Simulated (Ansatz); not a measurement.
# Geometry relaxation, with input and output: CH7BrSn

CH7BrSn, computed with UKS LDA/def2-SVP (Ansatz 0.2.0).

It belongs to a series of runs on one base structure; here: end point B relaxed.

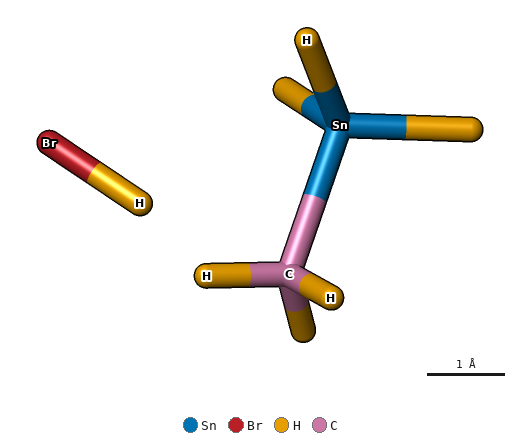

Fig. 1: The input geometry (stick view, seen at a tilt). Sticks mark near contacts. Bond lengths as drawn: Br–H 1.48 Å, C–H 1.11 Å, C–Sn 2.15 Å and H–Sn 1.71 to 1.72 Å.

Results in brief

```tsv
quantity	value
outcome	converged
total energy	−76900.6133 eV
mean-field energy	−76900.6133 eV
largest force (length of the vector) at the end	0.019 eV/Å
hardware	4 threads of Arm Neoverse N1, 16 GiB of memory available, shared host
wall time	22 s (CPU time 79 s)
peak memory	0.18 GiB
```

The input
```yaml
crystal:
  periodic: [false, false, false]
  atoms:
    - { symbol: Sn, position_ang: [-0.825116, -0.902962, -0.218575] }
    - { symbol: Br, position_ang: [3.048893, -0.652975, 0.076464] }
    - { symbol: H, position_ang: [0.273439, -1.579365, -1.345681] }
    - { symbol: H, position_ang: [-0.76661, -1.78314, 1.25668] }
    - { symbol: H, position_ang: [-2.421341, -0.941557, -0.856865] }
    - { symbol: H, position_ang: [1.80539, 0.149102, -0.021366] }
    - { symbol: C, position_ang: [-0.332795, 1.145855, 0.210362] }
    - { symbol: H, position_ang: [0.622078, 1.256879, 0.769388] }
    - { symbol: H, position_ang: [-0.282878, 1.729365, -0.728844] }
    - { symbol: H, position_ang: [-1.120959, 1.578798, 0.858537] }
magnetization:
  spin_polarized: true
basis:
  gaussian: { orbitals: def2-SVP }
hamiltonian:
  xc: lda
relax:
  f_tol: 0.03
  max_steps: 50
output:
  orbitals: {}
```

Launched with:
```bash
ansatz run input.yaml --threads 4 --pin off --max-ram 5120MiB --backend cpu --events-out ev --progress --plain --runs-dir out
```

Log
```
The last accepted step is kept in [file] (removed where the run ends without a failure and the disk answers)
Engine: ansatz 0.2.0, aarch64-unknown-linux-gnu
Functional definition: SPW92
  exchange = slater_x
  correlation = pw_c
1200 factors; their error is unknown
mean field evaluation 1: about -76892.8815 eV, gradient 3.9e1 eV
mean field evaluation 2: about -76876.7522 eV, gradient 6.0e1 eV
mean field evaluation 4: about -76900.5784 eV, gradient 3.2e0 eV
mean field evaluation 8: about -76900.6422 eV, gradient 6.2e-2 eV
mean field evaluation 16: about -76900.5761 eV, gradient 2.0e-5 eV
mean field -76900.57606116 eV, -2826.0440451652 hartree, gradient 2.0e-5 eV, S^2 0.000000; 0 other end points of the search recorded, 0 dependent functions left out
the calculation of the forces begins
reference -76900.57610033 eV, -2826.0440466044 hartree; 35, 35 occupied and 72, 72 virtual orbitals, 1200 factors
relax step   1: F+E_penalty+E_count = -76900.57606116 eV  Δ(F+E_penalty+E_count) = +0.000e0 eV  max|allowed force component| = 6.921e-1 eV/Å  Δτ_max = 0.0000 Å  (27 SCF iters, accepted)
these checks for a lower state are left out or cut short: starts, cluster_reference, orbital_swaps, neighbouring_geometries, increment
1200 factors; their error is unknown
mean field -76900.59585718 eV, -2826.0447726553 hartree, gradient 8.9e-6 eV, S^2 0.000000; 0 other end points of the search recorded, 0 dependent functions left out
[... from here on the field's lines of each further geometry are left out, up to the last ...]
relax step   2: F+E_penalty+E_count = -76900.59585718 eV  Δ(F+E_penalty+E_count) = -1.980e-2 eV  max|allowed force component| = 1.363e-1 eV/Å  Δτ_max = 0.1274 Å  (28 SCF iters, accepted)
relax step   3: F+E_penalty+E_count = -76900.60390491 eV  Δ(F+E_penalty+E_count) = -8.048e-3 eV  max|allowed force component| = 7.477e-2 eV/Å  Δτ_max = 0.0694 Å  (27 SCF iters, accepted)
relax step   4: F+E_penalty+E_count = -76900.60583212 eV  Δ(F+E_penalty+E_count) = -1.927e-3 eV  max|allowed force component| = 1.075e-1 eV/Å  Δτ_max = 0.0707 Å  (28 SCF iters, accepted)
relax step   5: F+E_penalty+E_count = -76900.60763111 eV  Δ(F+E_penalty+E_count) = -1.799e-3 eV  max|allowed force component| = 9.818e-2 eV/Å  Δτ_max = 0.0596 Å  (28 SCF iters, accepted)
relax step   6: F+E_penalty+E_count = -76900.60972955 eV  Δ(F+E_penalty+E_count) = -2.098e-3 eV  max|allowed force component| = 1.015e-1 eV/Å  Δτ_max = 0.0934 Å  (27 SCF iters, accepted)
relax step   7: F+E_penalty+E_count = -76900.61100967 eV  Δ(F+E_penalty+E_count) = -1.280e-3 eV  max|allowed force component| = 6.980e-2 eV/Å  Δτ_max = 0.0622 Å  (28 SCF iters, accepted)
relax step   8: F+E_penalty+E_count = -76900.61173598 eV  Δ(F+E_penalty+E_count) = -7.263e-4 eV  max|allowed force component| = 1.009e-1 eV/Å  Δτ_max = 0.0662 Å  (27 SCF iters, accepted)
relax step   9: F+E_penalty+E_count = -76900.61273647 eV  Δ(F+E_penalty+E_count) = -1.000e-3 eV  max|allowed force component| = 3.250e-2 eV/Å  Δτ_max = 0.0435 Å  (28 SCF iters, accepted)
relax step  10: F+E_penalty+E_count = -76900.61191918 eV  Δ(F+E_penalty+E_count) = +8.173e-4 eV  max|allowed force component| = 1.298e-1 eV/Å  Δτ_max = 0.0652 Å  (27 SCF iters, rejected (line search))
relax step  11: F+E_penalty+E_count = -76900.61306429 eV  Δ(F+E_penalty+E_count) = -3.278e-4 eV  max|allowed force component| = 9.827e-3 eV/Å  Δτ_max = 0.0239 Å  (28 SCF iters, accepted)
relax step  12: F+E_penalty+E_count = -76900.61312290 eV  Δ(F+E_penalty+E_count) = -5.861e-5 eV  max|allowed force component| = 3.648e-2 eV/Å  Δτ_max = 0.0457 Å  (28 SCF iters, accepted)
the calculation of the forces begins
reference -76900.61331788 eV, -2826.0454143243 hartree; 35, 35 occupied and 72, 72 virtual orbitals, 1200 factors
relax step  13: F+E_penalty+E_count = -76900.61327828 eV  Δ(F+E_penalty+E_count) = -1.554e-4 eV  max|allowed force component| = 1.539e-2 eV/Å  Δτ_max = 0.0158 Å  (28 SCF iters, accepted)
```

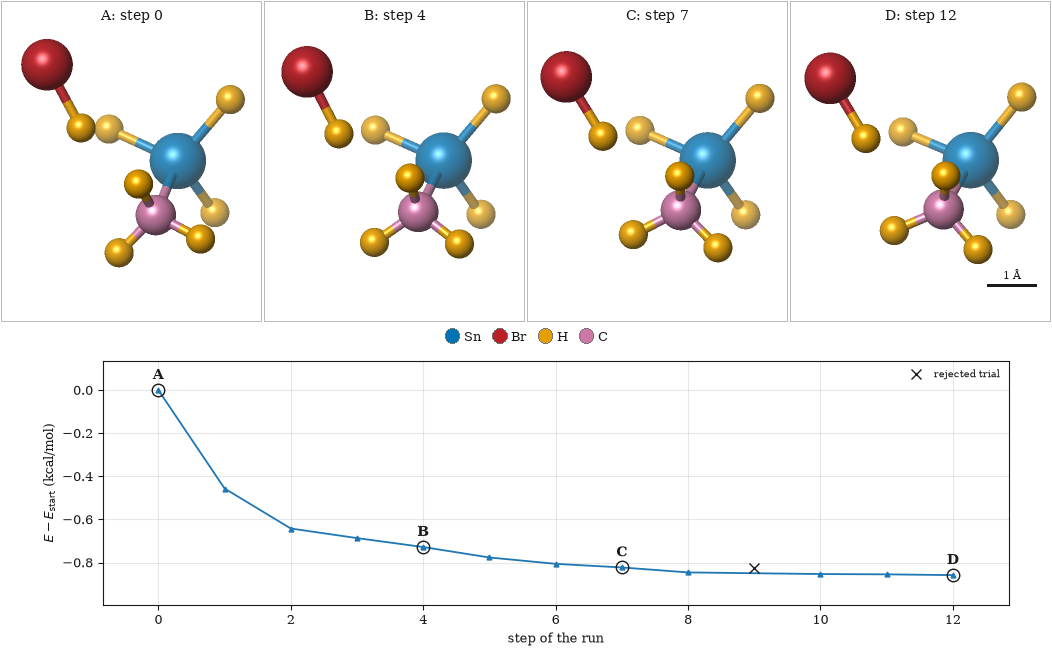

Fig. 2: Frames of the relaxation (ball-and-stick view, seen at a tilt) above the curves, on which the letters mark them (the first geometry is step 0 here and step 1 in the log).

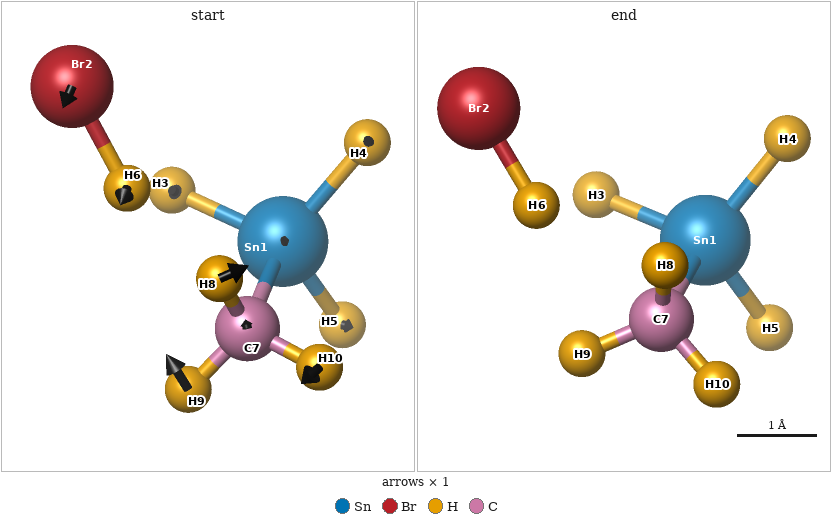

Fig. 3: Before (left) and after (right) the relaxation, at one scale (ball-and-stick view, seen at a tilt). The black arrows give the displacements, at true length. Over 12 geometry steps the energy falls by 0.86 kcal/mol. Largest force component: 0.69 eV/Å at the start, 0.015 eV/Å at the end. The line search rejected the trial step at point 9 (counted from 0) and went back. The atom that moves furthest after the best rigid fit is H9 (0.55 Å). Largest moves by element: H 0.55 Å, Br 0.31 Å, C 0.12 Å, Sn 0.09 Å. Among the contacts that change: Br2–H6 1.483 → 1.445 Å. Among the angles that change: Sn1–C7–H8 113.1° → 110.8°. (Atoms are counted from 1 in the order of the input.)

```
1200 factors; their error is unknown
mean field -76900.61327828 eV, -2826.0454128689 hartree, gradient 8.4e-6 eV, S^2 0.000000; 1 other end points of the search recorded, 0 dependent functions left out
the calculation of the forces begins
reference -76900.61331788 eV, -2826.0454143243 hartree; 35, 35 occupied and 72, 72 virtual orbitals, 1200 factors
Total energy: -76900.61331788 eV, -2826.0454143243 hartree
Atom 0 at    -0.893475    -0.956031    -0.186996 Å, force    -0.001088     0.007619     0.001291 eV/Å
Atom 1 at     3.010486    -0.385060    -0.077765 Å, force    -0.015385     0.010170     0.001458 eV/Å
Atom 2 at     0.100961    -1.647083    -1.399711 Å, force    -0.001731    -0.003048     0.001383 eV/Å
Atom 3 at    -0.811716    -1.887641     1.251248 Å, force     0.003900    -0.000892    -0.004842 eV/Å
Atom 4 at    -2.520954    -0.898527    -0.736949 Å, force    -0.000278    -0.003019    -0.000311 eV/Å
Atom 5 at     1.839314     0.459555    -0.029478 Å, force     0.015382    -0.011816     0.000809 eV/Å
Atom 6 at    -0.254764     1.053882     0.234930 Å, force     0.000096     0.010487     0.002448 eV/Å
Atom 7 at     0.444852     1.073113     1.097629 Å, force    -0.006504     0.001410    -0.008674 eV/Å
Atom 8 at     0.220500     1.514556    -0.657450 Å, force    -0.002998    -0.005673     0.007275 eV/Å
Atom 9 at    -1.135103     1.673235     0.504642 Å, force     0.008607    -0.005238    -0.000837 eV/Å
Dipole moment:    -0.213265     0.255350     0.032479 e Å
```

Trajectory as extended XYZ (Å, eV, eV/Å), 13 frames, from step=1 to step=13
```
10
Properties=species:S:1:pos:R:3:forces:R:3 step=1 energy=-76900.57606
Sn   -0.8251   -0.9030   -0.2186   -0.0941  -0.0356   0.1318
Br    3.0489   -0.6530    0.0765   -0.6767   0.4661  -0.0340
H     0.2734   -1.5794   -1.3457   -0.0063   0.0170  -0.0267
H    -0.7666   -1.7831    1.2567   -0.0088  -0.0089  -0.0474
H    -2.4213   -0.9416   -0.8569    0.0208   0.0082   0.0070
H     1.8054    0.1491   -0.0214    0.6921  -0.4200   0.0470
C    -0.3328    1.1459    0.2104    0.0758  -0.0265  -0.0165
H     0.6221    1.2569    0.7694    0.0341  -0.0152  -0.0278
H    -0.2829    1.7294   -0.7288    0.0353   0.0550  -0.0264
H    -1.1210    1.5788    0.8585   -0.0722  -0.0401  -0.0071
10
Properties=species:S:1:pos:R:3:forces:R:3 step=2 energy=-76900.59586
Sn   -0.8858   -0.9240   -0.1993    0.1172   0.0723  -0.0950
Br    3.1004   -0.5381    0.0963   -0.1363   0.0856  -0.0041
H     0.1937   -1.5822   -1.3569   -0.0021  -0.0613  -0.0079
H    -0.8355   -1.8294    1.2558    0.0083   0.0109   0.0055
H    -2.4810   -0.9322   -0.8347   -0.0110   0.0223   0.0148
H     1.8860    0.2468   -0.0102    0.1238  -0.0901  -0.0158
C    -0.3059    1.1120    0.1910   -0.0491  -0.0304   0.1098
H     0.6388    1.1819    0.7765   -0.0576  -0.0149   0.0051
H    -0.2062    1.7091   -0.7385   -0.0250  -0.0783  -0.0076
H    -1.1043    1.5563    0.8203    0.0320   0.0839  -0.0049
10
Properties=species:S:1:pos:R:3:forces:R:3 step=3 energy=-76900.60390
Sn   -0.8746   -0.9254   -0.1998    0.0393   0.0370  -0.0307
Br    3.0795   -0.5219    0.0726    0.0080  -0.0049   0.0064
H     0.1934   -1.6055   -1.3584   -0.0100  -0.0030   0.0086
H    -0.8241   -1.8327    1.2532   -0.0009  -0.0113   0.0141
H    -2.4725   -0.9179   -0.8291   -0.0110   0.0027   0.0067
H     1.8713    0.2570   -0.0428   -0.0152   0.0119  -0.0161
C    -0.3077    1.1084    0.2101    0.0385   0.0407   0.0404
H     0.6102    1.1720    0.8390   -0.0748  -0.0166  -0.0319
H    -0.1499    1.6748   -0.7327   -0.0249  -0.0410   0.0651
H    -1.1254    1.5913    0.7880    0.0510  -0.0155  -0.0627
10
Properties=species:S:1:pos:R:3:forces:R:3 step=4 energy=-76900.60583
Sn   -0.8706   -0.9276   -0.1952   -0.0035   0.0016  -0.0090
Br    3.0632   -0.5033    0.0488    0.0469  -0.0272   0.0081
H     0.1912   -1.6120   -1.3561   -0.0070   0.0007   0.0034
H    -0.8246   -1.8407    1.2554    0.0022  -0.0046   0.0051
H    -2.4717   -0.9123   -0.8186   -0.0034  -0.0013   0.0020
H     1.8580    0.2751   -0.0750   -0.0518   0.0404  -0.0101
C    -0.3011    1.1023    0.2202    0.0672   0.0988   0.0505
H     0.5828    1.1585    0.8983   -0.1024  -0.0174  -0.0697
H    -0.0836    1.6526   -0.7224   -0.0393  -0.0465   0.1075
H    -1.1433    1.6075    0.7446    0.0911  -0.0447  -0.0879
10
Properties=species:S:1:pos:R:3:forces:R:3 step=5 energy=-76900.60763
Sn   -0.8730   -0.9320   -0.1918   -0.0152  -0.0037  -0.0068
Br    3.0514   -0.4784    0.0346    0.0426  -0.0242   0.0044
H     0.1808   -1.6202   -1.3569   -0.0019  -0.0020   0.0001
H    -0.8282   -1.8478    1.2577    0.0027  -0.0006   0.0005
H    -2.4761   -0.9090   -0.8106   -0.0004  -0.0014   0.0034
H     1.8478    0.3024   -0.0948   -0.0437   0.0359  -0.0044
C    -0.2917    1.0941    0.2256    0.0704   0.0912   0.0538
H     0.5642    1.1396    0.9388   -0.0982  -0.0118  -0.0707
H    -0.0282    1.6338   -0.7112   -0.0419  -0.0424   0.0936
H    -1.1468    1.6176    0.7087    0.0856  -0.0409  -0.0740
10
Properties=species:S:1:pos:R:3:forces:R:3 step=6 energy=-76900.60973
Sn   -0.8836   -0.9405   -0.1889   -0.0060   0.0036  -0.0018
Br    3.0464   -0.4322    0.0145    0.0071  -0.0054  -0.0046
H     0.1564   -1.6373   -1.3607   -0.0010  -0.0024  -0.0025
H    -0.8384   -1.8594    1.2587    0.0019  -0.0008   0.0005
H    -2.4918   -0.9023   -0.7949    0.0050  -0.0010   0.0012
H     1.8451    0.3549   -0.1179   -0.0117   0.0121   0.0060
C    -0.2770    1.0781    0.2330    0.0552   0.0904   0.0476
H     0.5336    1.1065    0.9979   -0.1015  -0.0046  -0.0838
H     0.0568    1.5998   -0.6924   -0.0453  -0.0497   0.0944
H    -1.1473    1.6323    0.6507    0.0963  -0.0422  -0.0571
10
Properties=species:S:1:pos:R:3:forces:R:3 step=7 energy=-76900.61101
Sn   -0.8869   -0.9455   -0.1846   -0.0018  -0.0020  -0.0130
Br    3.0325   -0.4056   -0.0022    0.0194  -0.0133  -0.0060
H     0.1415   -1.6447   -1.3655    0.0020  -0.0011   0.0036
H    -0.8403   -1.8692    1.2599    0.0019   0.0021  -0.0010
H    -2.4960   -0.8991   -0.7863   -0.0034   0.0007   0.0048
H     1.8339    0.3865   -0.1258   -0.0165   0.0160   0.0082
C    -0.2666    1.0690    0.2381    0.0347   0.0629   0.0364
H     0.5121    1.0898    1.0333   -0.0692   0.0005  -0.0591
H     0.1117    1.5744   -0.6785   -0.0369  -0.0350   0.0646
H    -1.1418    1.6444    0.6116    0.0698  -0.0309  -0.0385
10
Properties=species:S:1:pos:R:3:forces:R:3 step=8 energy=-76900.61174
Sn   -0.8908   -0.9461   -0.1846    0.0025  -0.0068  -0.0194
Br    3.0498   -0.3892   -0.0639    0.0897  -0.0635   0.0007
H     0.1368   -1.6458   -1.3662   -0.0031   0.0017   0.0079
H    -0.8410   -1.8690    1.2603    0.0011   0.0006   0.0018
H    -2.5015   -0.8993   -0.7814   -0.0017   0.0016   0.0042
H     1.8321    0.3763   -0.0604   -0.1009   0.0740  -0.0004
C    -0.2664    1.0677    0.2370   -0.0102   0.0232   0.0007
H     0.4874    1.0911    1.0529   -0.0046   0.0047  -0.0092
H     0.1385    1.5598   -0.6733   -0.0052  -0.0165   0.0268
H    -1.1448    1.6545    0.5798    0.0325  -0.0190  -0.0131
10
Properties=species:S:1:pos:R:3:forces:R:3 step=9 energy=-76900.61274
Sn   -0.8928   -0.9503   -0.1864   -0.0007  -0.0004   0.0024
Br    3.0365   -0.3773   -0.0696   -0.0325   0.0151  -0.0009
H     0.1240   -1.6519   -1.3745    0.0027   0.0019  -0.0019
H    -0.8349   -1.8744    1.2571   -0.0009  -0.0044   0.0039
H    -2.5083   -0.8974   -0.7696   -0.0019   0.0018   0.0018
H     1.8233    0.4078   -0.0582    0.0282  -0.0104   0.0020
C    -0.2595    1.0604    0.2388    0.0144  -0.0019  -0.0037
H     0.4732    1.0814    1.0733   -0.0026  -0.0052   0.0019
H     0.1757    1.5396   -0.6635   -0.0027   0.0032  -0.0012
H    -1.1371    1.6621    0.5526   -0.0040   0.0003  -0.0044
10
Properties=species:S:1:pos:R:3:forces:R:3 step=10 energy=-76900.61192 accepted=F
Sn   -0.8963   -0.9574   -0.1848    0.0105   0.0110  -0.0149
Br    3.0275   -0.3585   -0.1233   -0.1286   0.0795   0.0182
H     0.1188   -1.6515   -1.3791   -0.0178  -0.0093   0.0022
H    -0.8387   -1.8854    1.2567    0.0075   0.0017   0.0008
H    -2.5175   -0.8895   -0.7511    0.0053  -0.0077  -0.0084
H     1.8195    0.4363    0.0004    0.1298  -0.0792  -0.0208
C    -0.2511    1.0511    0.2348   -0.0257   0.0483   0.0019
H     0.4493    1.0710    1.0979   -0.0186   0.0139  -0.0167
H     0.2222    1.5145   -0.6585   -0.0169  -0.0308   0.0409
H    -1.1335    1.6694    0.5072    0.0546  -0.0273  -0.0031
10
Properties=species:S:1:pos:R:3:forces:R:3 step=11 energy=-76900.61306
Sn   -0.8921   -0.9526   -0.1851    0.0007  -0.0013  -0.0098
Br    3.0232   -0.3811   -0.0766   -0.0027  -0.0011   0.0001
H     0.1180   -1.6494   -1.3818   -0.0011  -0.0024   0.0007
H    -0.8281   -1.8809    1.2560    0.0025   0.0022  -0.0008
H    -2.5113   -0.8968   -0.7580   -0.0033  -0.0012   0.0009
H     1.8280    0.4285   -0.0471    0.0026   0.0032   0.0011
C    -0.2569    1.0580    0.2368    0.0024   0.0000   0.0069
H     0.4618    1.0772    1.0833   -0.0008   0.0044   0.0012
H     0.1942    1.5318   -0.6607   -0.0011  -0.0062  -0.0006
H    -1.1367    1.6653    0.5331    0.0007   0.0024   0.0003
10
Properties=species:S:1:pos:R:3:forces:R:3 step=12 energy=-76900.61312
Sn   -0.8940   -0.9548   -0.1892    0.0062  -0.0130   0.0087
Br    3.0067   -0.3822   -0.0928   -0.0175   0.0133   0.0037
H     0.1011   -1.6548   -1.3966   -0.0049   0.0079  -0.0005
H    -0.8110   -1.8841    1.2508   -0.0019  -0.0009  -0.0034
H    -2.5216   -0.8996   -0.7395    0.0036   0.0019   0.0008
H     1.8367    0.4628   -0.0181    0.0212  -0.0158  -0.0022
C    -0.2526    1.0535    0.2361   -0.0134   0.0365  -0.0089
H     0.4413    1.0712    1.1042   -0.0185   0.0022  -0.0244
H     0.2286    1.5136   -0.6543   -0.0101  -0.0138   0.0298
H    -1.1350    1.6743    0.4996    0.0351  -0.0182  -0.0037
10
Properties=species:S:1:pos:R:3:forces:R:3 step=13 energy=-76900.61328
Sn   -0.8935   -0.9560   -0.1870   -0.0011   0.0076   0.0013
Br    3.0105   -0.3851   -0.0778   -0.0154   0.0102   0.0015
H     0.1010   -1.6471   -1.3997   -0.0017  -0.0030   0.0014
H    -0.8117   -1.8876    1.2512    0.0039  -0.0009  -0.0048
H    -2.5210   -0.8985   -0.7369   -0.0003  -0.0030  -0.0003
H     1.8393    0.4596   -0.0295    0.0154  -0.0118   0.0008
C    -0.2548    1.0539    0.2349    0.0001   0.0105   0.0024
H     0.4449    1.0731    1.0976   -0.0065   0.0014  -0.0087
H     0.2205    1.5146   -0.6574   -0.0030  -0.0057   0.0073
H    -1.1351    1.6732    0.5046    0.0086  -0.0052  -0.0008
```

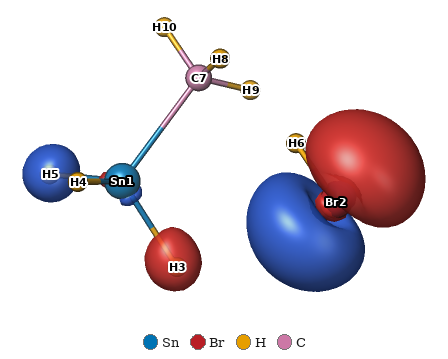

Fig. 4: One frontier orbital at ±0.15 Å⁻³ᐟ² (red and blue are the two phases), seen at a tilt. The HOMO (α), at −7.06 eV.

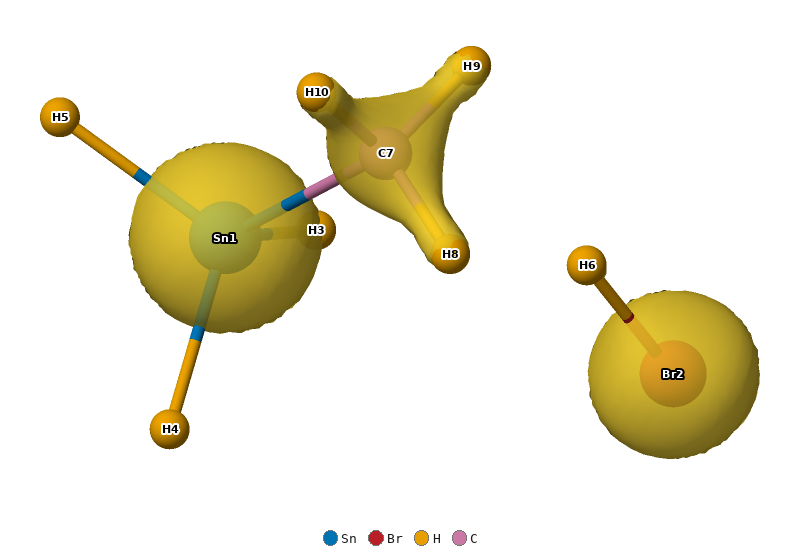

Fig. 5: Isosurface of the electron density at 1.5 e/Å³ (yellow), seen at an oblique angle. At this value the surface falls into seven separate pieces. It is pinched off along the C···H (2.19 Å), C–Sn (2.15 Å) and Br–H (1.44 Å) contacts. On the grid the lowest density along these lines, outside the cores, is 0.13 e/Å³ (C···H, 2.19 Å), 0.67 e/Å³ (C–Sn, 2.15 Å), 1.7 e/Å³ (C–H, 1.11 Å) and 1.3 e/Å³ (Br–H, 1.44 Å).
